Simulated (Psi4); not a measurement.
**One shape, several levels: C2H3FO (acetyl fluoride)**

We compute a comparison of 3 runs (HF/3-21G, TPSSh/aug-cc-pVDZ, wB97X-V/aug-cc-pVDZ) of C2H3FO (acetyl fluoride). 

The calculation is run with Psi4 1.11.

### Step 1. The system as given

C2H3FO has 7 atoms, charge 0, and is taken as a singlet. SMILES: `CC(=O)F`. The C1–H6 distance was set to 1.419 Å, away from the relaxed value.

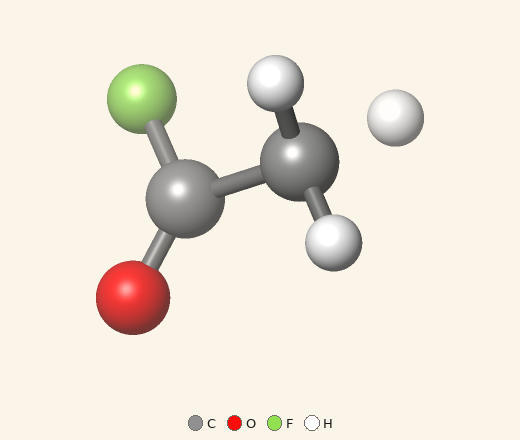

The structure, seen from a chosen angle (carbon grey, oxygen red, fluorine green, hydrogen white).

### Step 2. Energy and forces at HF/3-21G (run 1)

Input file calc.inp:

```
memory 1600 MB

molecule {
  0 1
  C      0.276708     0.254507     0.523683
  C     -0.903492     0.205107    -0.380537
  O     -2.044012     0.073767    -0.111727
  F     -0.519292     0.337087    -1.669357
  H     -0.043282     0.147557     1.556703
  H      1.180650    -0.783140     0.176830
  H      0.801108     1.201867     0.384653
  symmetry c1
  no_reorient
  no_com
}

set globals {
  basis 3-21G
  reference rhf
  puream true
  e_convergence 1e-09
  d_convergence 1e-08
  scf_type pk
}

e = gradient("hf")
print_variables()
```

Started as:

```sh
psi4 calc.inp calc.out -n 1
```

calc.out:

```text
[...]
  Running in c1 symmetry.
[...]
  Nuclear repulsion =  118.113740772463501
[...]
  Multiplicity = 1
[...]
  Nalpha       = 16
  Nbeta        = 16
[...]
    Number of basis functions: 42
[...]
   @RHF iter   1:  -250.24281609028068   -7.99472e-01   1.18533e-02 DIIS/ADIIS
[...]
   @RHF iter  12:  -250.36366167820654   -3.35376e-12   8.64646e-09 DIIS
[...]
    Orbital Energies [Eh]
    ---------------------
    Doubly Occupied:
       1A    -26.187168     2A    -20.491792     3A    -11.378925
       4A    -11.239550     5A     -1.640064     6A     -1.452403
       7A     -1.041923     8A     -0.819895     9A     -0.725194
      10A     -0.710279    11A     -0.702322    12A     -0.611500
      13A     -0.586243    14A     -0.556427    15A     -0.504046
      16A     -0.474974
[...]
  @RHF Final Energy:  -250.36366167820654
   => Energetics <=
    Nuclear Repulsion Energy =            118.1137407724635011
    One-Electron Energy =                -578.7093943461347862
    Two-Electron Energy =                 210.2319918954647164
    Total Energy =                       -250.3636616782065403
[...]
  -Total Gradient:
     Atom            X                  Y                   Z
    ------   -----------------  -----------------  -----------------
       1       -0.055028877903     0.054168381777     0.013278880684
       2       -0.012486464318     0.005449417241    -0.000751277844
       3        0.010466849923     0.001073644050    -0.002561721363
       4       -0.000522302120    -0.001747284858     0.006053055853
       5       -0.005731676173     0.003679454289     0.007975964531
       6        0.064745499167    -0.072997778487    -0.024425717268
       7       -0.001443028579     0.010374165988     0.000430815405
[...]
```

It took 1.3 s on 1 thread of Intel Xeon 6975P-C (Granite Rapids), shared host; peak memory 0.19 GiB.

### Step 3. The energy at TPSSh/aug-cc-pVDZ (run 2)

Input file job.py:

```python
import psi4

psi4.set_memory('1600 MB')
psi4.set_num_threads(1)
psi4.set_output_file('c2h3fo.out', False)

molecule = psi4.geometry("""
0 1
C      0.52290234     0.48094853     0.98961745
C     -1.70735244     0.38759606    -0.71911071
O     -3.86262288     0.13939943    -0.21113343
F     -0.98131966     0.63700211    -3.15462753
H     -0.08179113     0.27884232     2.94174233
H      2.23110515    -1.47992012     0.33416027
H      1.51387472     2.27119947     0.72688882
units bohr
symmetry c1
no_reorient
no_com
""")

psi4.set_options({
    'reference': 'rks',
    'puream': True,
    'e_convergence': 1e-09,
    'd_convergence': 1e-08,
    'scf_type': 'pk',
    'dft_radial_points': 99,
    'dft_spherical_points': 590,
})

E, wfn = psi4.energy("tpssh/aug-cc-pVDZ", return_wfn=True)
psi4.oeprop(wfn, "WIBERG_LOWDIN_INDICES", "MAYER_INDICES", "QUADRUPOLE")
print(f'tpssh/aug-cc-pVDZ energy: {E:.10f} Eh')
```

Started as:

```sh
python job.py
```

c2h3fo.out:

```text
[...]
  Running in c1 symmetry.
[...]
  Nuclear repulsion =  118.113740776464752
[...]
  Multiplicity = 1
[...]
  Nalpha       = 16
  Nbeta        = 16
[...]
    Number of basis functions: 119
[...]
   @RKS iter   1:  -252.78047395430136   -2.57762e-01   6.85260e-03 DIIS/ADIIS
[...]
   @RKS iter  12:  -253.09920663071512   -2.55795e-12   3.41398e-09 DIIS
[...]
  @RKS Final Energy:  -253.09920663071512
   => Energetics <=
    Nuclear Repulsion Energy =            118.1137407764647520
    One-Electron Energy =                -580.8948897038044379
    Two-Electron Energy =                 237.6505910103237511
    DFT Exchange-Correlation Energy =     -27.9686487136991531
    Empirical Dispersion Energy =           0.0000000000000000
    VV10 Nonlocal Energy =                  0.0000000000000000
    Total Energy =                       -253.0992066307151163
[...]
 Multipole Moments:
 ------------------------------------------------------------------------------------
     Multipole            Electronic (a.u.)      Nuclear  (a.u.)        Total (a.u.)
 ------------------------------------------------------------------------------------
 L = 1.  Multiply by 2.5417464519 to convert [e a0] to [Debye]
 Dipole X            :         44.1568653          -43.1763718            0.9804935
 Dipole Y            :        -13.0340580           13.1296036            0.0955457
 Dipole Z            :         24.9895078          -24.4548833            0.5346244
 Magnitude           :                                                    1.1208567
 L = 2.  Multiply by 1.3450342976 to convert [e a0^2] to [Debye ang]
 Quadrupole XX       :       -175.6382865          154.4329505          -21.2053360
 Quadrupole XY       :         12.2242800          -12.2815002           -0.0572203
[...]
```

On the terminal:

```text
tpssh/aug-cc-pVDZ energy: -253.0992066307 Eh
```

Wall time 42 s (1 thread of Intel Xeon 6975P-C (Granite Rapids), shared host); peak memory 0.75 GiB.

### Step 4. A single-point energy at wB97X-V/aug-cc-pVDZ (run 3)

Input file input.json:

```json
{
 "schema_name": "qcschema_input",
 "schema_version": 1,
 "molecule": {
  "schema_name": "qcschema_molecule",
  "schema_version": 2,
  "symbols": ["C", "C", "O", "F", "H", "H", "H"],
  "geometry": [0.52290234, 0.48094853, 0.98961745, -1.70735244, 0.38759606, -0.71911071, -3.86262288, 0.13939943, -0.21113343, -0.98131966, 0.63700211, -3.15462753, -0.08179113, 0.27884232, 2.94174233, 2.23110515, -1.47992012, 0.33416027, 1.51387472, 2.27119947, 0.72688882],
  "molecular_charge": 0,
  "molecular_multiplicity": 1,
  "fix_symmetry": "c1"
 },
 "driver": "energy",
 "model": {
  "method": "wb97x-v",
  "basis": "aug-cc-pVDZ"
 },
 "keywords": {
  "puream": true,
  "e_convergence": 1e-09,
  "d_convergence": 1e-08,
  "scf_type": "pk",
  "dft_radial_points": 99,
  "dft_spherical_points": 590
 }
}
```

Started as:

```sh
psi4 --qcschema input.json -n 1 --memory 1600MB
```

stdout:

```text
[...]
  Running in c1 symmetry.
[...]
  Nuclear repulsion =  118.113740776464752
[...]
  Multiplicity = 1
[...]
  Nalpha       = 16
  Nbeta        = 16
[...]
    Number of basis functions: 119
[...]
   @RKS iter   1:  -252.82293683876674   -5.73885e-01   5.48184e-03 ADIIS/DIIS
[...]
   @RKS iter  12:  -253.01428579088855   -4.43379e-12   3.52121e-09 DIIS
[...]
  @RKS Final Energy:  -253.01428579088855
   => Energetics <=
    Nuclear Repulsion Energy =            118.1137407764647520
    One-Electron Energy =                -580.6824618594421281
    Two-Electron Energy =                 231.2063442790204704
    DFT Exchange-Correlation Energy =     -21.7816744836676861
    Empirical Dispersion Energy =           0.0000000000000000
    VV10 Nonlocal Energy =                  0.1297654967360615
    Total Energy =                       -253.0142857908885503
[...]
 Multipole Moments:
 ------------------------------------------------------------------------------------
     Multipole            Electronic (a.u.)      Nuclear  (a.u.)        Total (a.u.)
 ------------------------------------------------------------------------------------
 L = 1.  Multiply by 2.5417464519 to convert [e a0] to [Debye]
 Dipole X            :         -2.7306200            3.7514996            1.0208796
 Dipole Y            :          0.2899106           -0.1998108            0.0900999
 Dipole Z            :         -3.9119048            4.4558681            0.5439632
 Magnitude           :                                                    1.1602625
[...]
```

The result, in JSON:

```text
{
 "driver": "energy",
 "model": {
  "method": "wb97x-v",
  "basis": "aug-cc-pVDZ"
 },
 "success": true,
 "return_result": -253.01428579088855,
 "properties": {
  "calcinfo_nbasis": 119,
  "calcinfo_nmo": 119,
  "calcinfo_nalpha": 16,
  "calcinfo_nbeta": 16,
  "calcinfo_natom": 7,
  "nuclear_repulsion_energy": 118.11374077646475,
  "return_energy": -253.01428579088855,
  "scf_one_electron_energy": -580.6824618594421,
  "scf_two_electron_energy": 231.20634427902047,
  "scf_vv10_energy": 0.12976549673606153,
  "scf_xc_energy": -21.781674483667686,
  "scf_dipole_moment": [1.0208796092175603, 0.09009985974978141, 0.5439632216493657],
  "scf_total_energy": -253.01428579088855,
  "scf_iterations": 12
 }
}
```

Wall time 84 s (1 thread of Intel Xeon 6975P-C (Granite Rapids), shared host); peak memory 0.95 GiB.

### Step 5. All runs side by side

```tsv
run	level	task	integration grid	energy (Eh)	dipole moment (D)	HOMO energy (eV)	LUMO energy (eV)	wall time
1	HF/3-21G	gradient	–	-250.363662	3.22	-12.92	3.61	1.3 s
2	TPSSh/aug-cc-pVDZ	energy	99 radial × 590 angular	-253.099207	2.85	-8.10	-1.55	42 s
3	wB97X-V/aug-cc-pVDZ	energy	99 radial × 590 angular	-253.014286	2.95	-11.53	0.66	84 s
```

### Step 6. Results

| quantity | value |
| --- | --- |
| run 3: total energy | -253.01429 Eh |
| run 3: dipole moment | 2.95 D |
| run 3: HOMO energy | -11.53 eV |
| run 3: LUMO energy | 0.66 eV |
| run 3: HOMO–LUMO gap | 12.18 eV |

What this shows: The dipole moment (its size) runs from 2.85 D (TPSSh/aug-cc-pVDZ) to 3.22 D (HF/3-21G). The two ends differ in method and basis. The HOMO–LUMO gap runs from 6.55 eV (TPSSh/aug-cc-pVDZ) to 16.54 eV (HF/3-21G). Totals of different functionals can't be ranked against each other. All runs together took 2.1 min, the longest 84 s.
